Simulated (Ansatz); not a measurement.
Partial pair distribution functions of a relaxed model of amorphous IGZO (In10Ga10Zn5O35), broadened by 0.06 Å; density 6.08 g/cm³. Level of theory: PBE, scalar-relativistic without spin-orbit coupling (plane waves to 420 eV, PAW; Ansatz, a program for electronic structure).

Preparation: random packing, a CHGNet melt and quench, and a DFT relaxation. O atoms were pushed apart under 1.9 Å during the dynamics, to hinder bonds among them. The hot cell started wider than the set density and was brought back towards it in steps. It is the lowest in DFT energy of 2 quenches. It is a model cell: composition and starting density were chosen by hand, and all elements were melted together. No dispersion term was used. Its density started from a set value of 6.08 and ended at 6.08 g/cm³. Cooling (nominally 170 K/ps over its main leg) ran many orders faster than in experiment, which tends to leave more defects and strain. Values belong to this one cell and scatter from quench to quench. The volume was held where the preparation left it, at a PBE pressure of 1.5 GPa. Stress components on the final sampling reach 2.9 GPa.

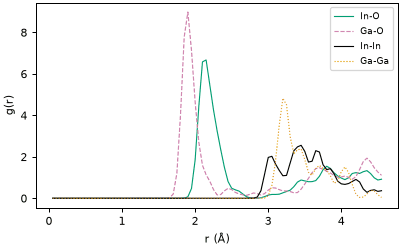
Figure. Partial pair distribution functions

Highest peaks under 4.5 Å: In-O near 2.15 Å, Ga-O near 1.90 Å, In-In near 3.45 Å, Ga-Ga near 3.20 Å; pairs of few atoms are noisy.

Within 2.76 Å each In has 5.60 O neighbours on average.
